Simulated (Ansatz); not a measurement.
Consider H$_{6}$OSi$_{2}$···H$_{2}$O.

Input

```
crystal:
  periodic: [false, false, false]
  atoms:
    - {symbol: Si, position_ang: [-1.105147, -1.034193, -0.045578]}
    - {symbol: O, position_ang: [1.553209, 0.680808, 1.747099]}
    - {symbol: H, position_ang: [-0.353723, -2.299775, -0.304141]}
    - {symbol: H, position_ang: [-2.544279, -1.297419, -0.301669]}
    - {symbol: O, position_ang: [-0.962715, -0.525181, 1.505839]}
    - {symbol: H, position_ang: [1.794459, 0.994573, 0.870108]}
    - {symbol: Si, position_ang: [-0.304534, 0.573940, -1.564052]}
    - {symbol: H, position_ang: [2.311778, 0.189604, 2.071329]}
    - {symbol: H, position_ang: [-0.113081, -0.112037, 1.734499]}
    - {symbol: H, position_ang: [-0.305428, 0.063507, -2.962869]}
    - {symbol: H, position_ang: [-1.084053, 1.840608, -1.516902]}
    - {symbol: H, position_ang: [1.113614, 0.925765, -1.233763]}
basis:
  gaussian: {orbitals: def2-TZVPP}
hamiltonian: {xc: pbe0, dispersion: d4}
output: {orbitals: {seedname: orbitals}}
```

Launched as:

```sh
ansatz run in.yaml --threads 4 --pin off --events-out ev --progress --plain --max-ram 9574MiB
```

The product side of a reaction path; geometry: PBE0-D4/def2-TZVP.

Theory: Ansatz, RKS PBE0-D4/def2-TZVPP.

### What will maps of the electron density and electron localisation function show?

Si–O (1.64 Å): ρ is about 1.2 e/Å³ halfway; the ELF peaks at about 0.85 between the atoms; a polar covalent bond.
Si–Si (2.35 Å): ρ at the midpoint is about 0.64 e/Å³; the ELF peaks at about 1 between the atoms (localised, covalent bonding).
Si–H (1.49 Å): ρ at the midpoint is about 0.8 e/Å³; the ELF climbs to about 1 towards the hydrogen, as it does in any bond to H.

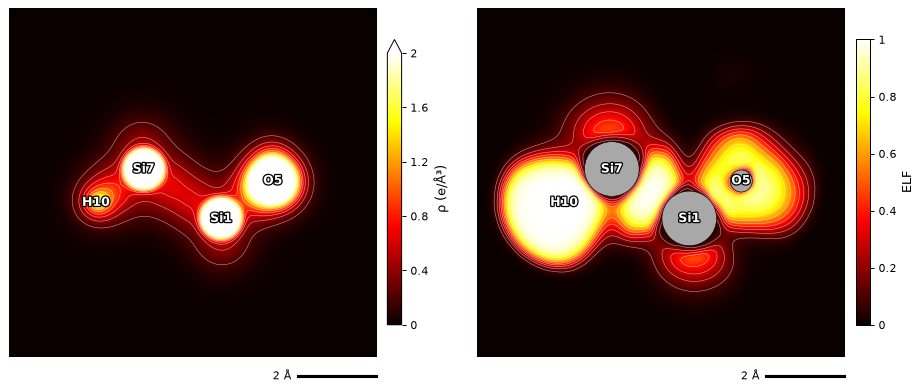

Computed electron density and electron localisation function on the plane of atoms O5, Si1 and Si7, in this order. Grey discs cover the atomic cores in the ELF map. 
